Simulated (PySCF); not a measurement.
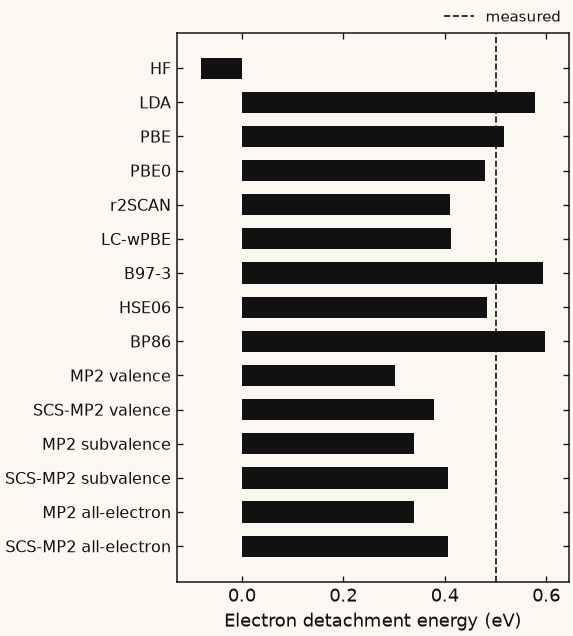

The electron detachment energy of K⁻ ([Ar] 4s² → [Ar] 4s) across levels of theory. PySCF, aug-cc-pwCVTZ-X2C plus 1 diffuse shell for each l, spin-free X2C-1e, unrestricted single determinants, no spin-orbit coupling. Methods marked “valence” freeze 18 core electrons; methods marked “subvalence” freeze 10 core electrons; methods marked “all-electron” freeze no core electrons.

Which methods come out highest, lowest and best?

The values run from −0.081 eV (HF) to 0.597 eV (BP86). The measured value is 0.501 eV; nearest to it come PBE (+0.015) and HSE06 (−0.018), furthest HF (−0.582 eV).

```
              Method  Electron detachment energy (eV)
                  HF                           −0.081
                 LDA                            0.578
                 PBE                            0.516
                PBE0                            0.480
              r2SCAN                            0.410
             LC-wPBE                            0.413
               B97-3                            0.593
               HSE06                            0.483
                BP86                            0.597
         MP2 valence                            0.302
     SCS-MP2 valence                            0.379
      MP2 subvalence                            0.339
  SCS-MP2 subvalence                            0.407
    MP2 all-electron                            0.339
SCS-MP2 all-electron                            0.407
```

Note: highest occupied orbital is unbound.
